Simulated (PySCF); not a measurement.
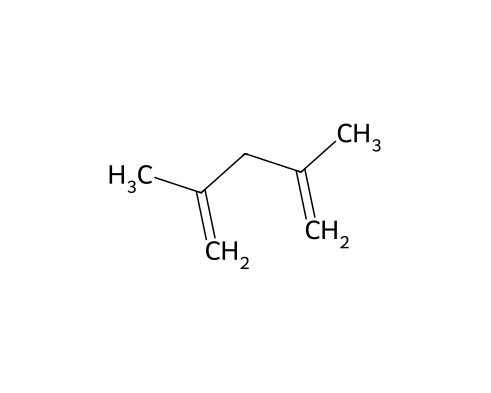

Skeletal drawing of a molecule.

**Give its SMILES.**

C=C(C)CC(=C)C

**Give the formula, hydrogens included.**

C7H12.

**An optimisation with GFN2-xTB gave a structure of which point group?**

C2. Other conformers may differ.

The parts below concern this one geometry. Atoms keep their numbers from picture to picture. Computed geometry: GFN2-xTB optimisation. No frequency run is at hand to confirm it as a minimum.

Shape

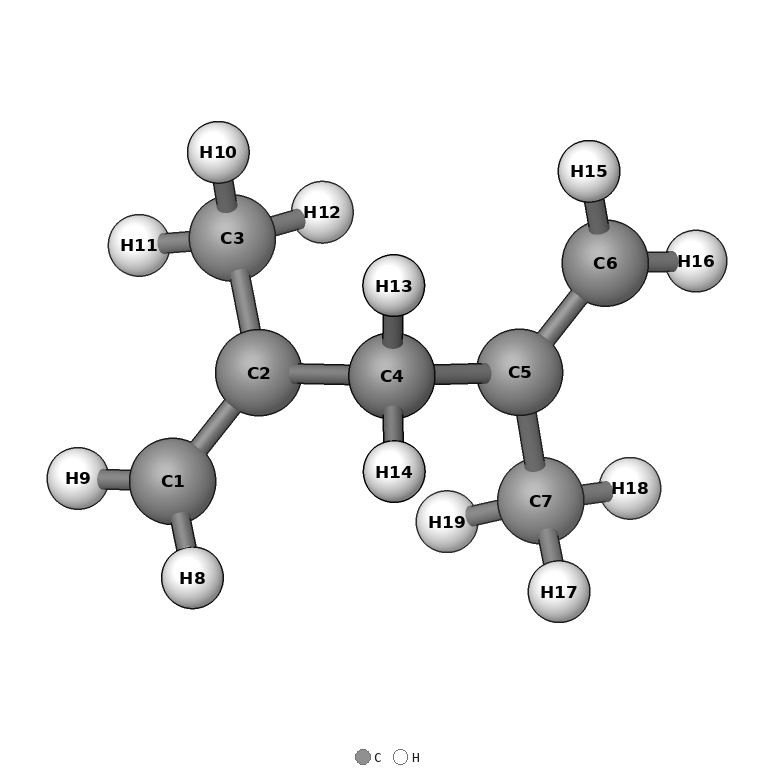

Atoms carry their numbers in the input. No frequency run is at hand to confirm it as a minimum.

**Describe the coordination of atom 2.**

C2 has 3 neighbours (C1 at 1.32, C3 at 1.50, C4 at 1.51 Å); the arrangement is trigonal planar.

**What is the geometry at C4?**

C4 has 4 neighbours (C2 at 1.51, C5 at 1.51, H13 at 1.09, H14 at 1.09 Å); the arrangement is tetrahedral.

**How are the neighbours of atom 1 arranged?**

C1 has 3 neighbours (C2 at 1.32, H8 at 1.08, H9 at 1.08 Å); the arrangement is trigonal planar.

**What is the geometry at C3?**

C3 has 4 neighbours (C2 at 1.50, H10 at 1.09, H11 at 1.09, H12 at 1.09 Å); the arrangement is tetrahedral.

**What is the dihedral angle C3–C2–C4–C5?**

67° in size, that is gauche.

Electronic properties

No frequency run is at hand to confirm it as a minimum. Method: PBE0/def2-SVPD, gas phase (PySCF 2.14.0). Excitations: vertical, linear response.

**Estimate the dipole moment.**

0.06 D.

**Give the lowest vertical singlet excitation at this level.**

6.30 eV.

**What is the mean static polarisability?**

85.3 bohr³.

**What is the HOMO energy (Kohn–Sham orbital)?**

−7.15 eV.

NMR shielding

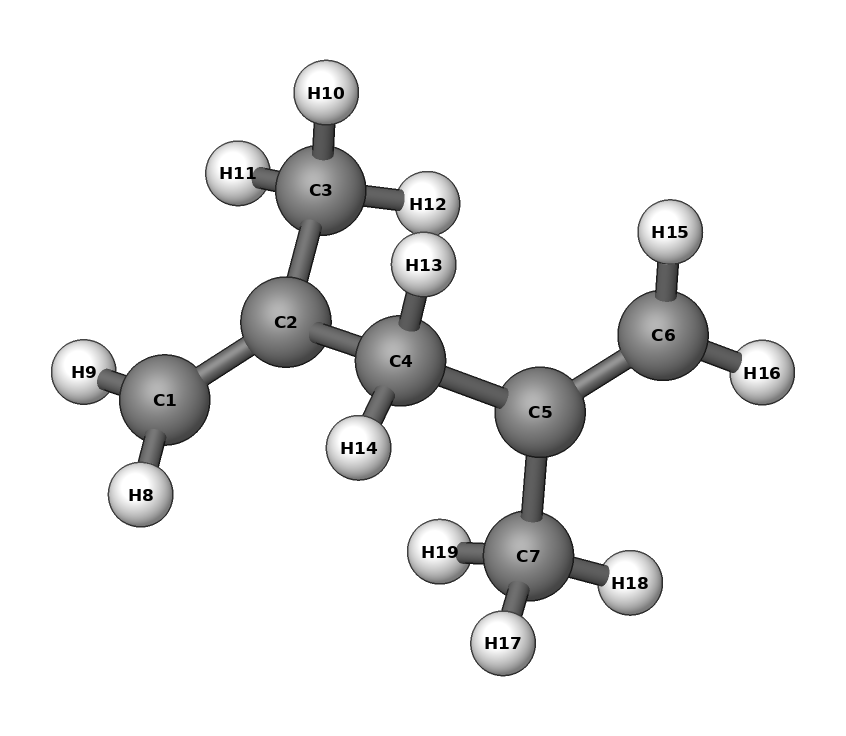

No frequency run is at hand to confirm it as a minimum. Method: GIAO PBE0/pcSseg-1 NMR shielding, non-relativistic, gas phase (PySCF 2.14.0). Principal shieldings σ11 ≤ σ22 ≤ σ33, span Ω = σ33 − σ11, skew κ = 3(σiso − σ22)/Ω.

**Which C atom has the most anisotropic shielding?**

C2, C5, with a span of 251 ppm.

Give the shielding tensors of the C atoms.

| atom | σ11 | σ22 | σ33 | σiso | Ω | κ |
| --- | --- | --- | --- | --- | --- | --- |
| C1, C6 | −32.4 | 96.2 | 141.3 | 68.4 | 173.8 | −0.48 |
| C2, C5 | −88.8 | 27.0 | 161.9 | 33.4 | 250.7 | 0.08 |
| C3, C7 | 146.4 | 157.0 | 185.8 | 163.1 | 39.3 | 0.46 |
| C4 | 117.3 | 138.5 | 147.3 | 134.3 | 30.0 | −0.41 |

Shieldings and span in ppm.

Charges

The questions are on ESP-fitted charges. No frequency run is at hand to confirm it as a minimum. Properties computed with PBE0/pcSseg-1, gas phase (PySCF 2.14.0).

**Which atom carries the highest charge (most positive or least negative)?**

C2, C5 (0.52 to 0.53 e).

**And the lowest?**

C1, C6 (−0.71 to −0.69 e).

List the ESP-fitted charges.

```
atom  value (e)
  C1      −0.69
  C2       0.52
  C3      −0.62
  C4      −0.70
  C5       0.53
  C6      −0.71
  C7      −0.63
  H8       0.22
  H9       0.22
 H10       0.17
 H11       0.16
 H12       0.18
 H13       0.20
 H14       0.20
 H15       0.22
 H16       0.22
 H17       0.17
 H18       0.16
 H19       0.18
```
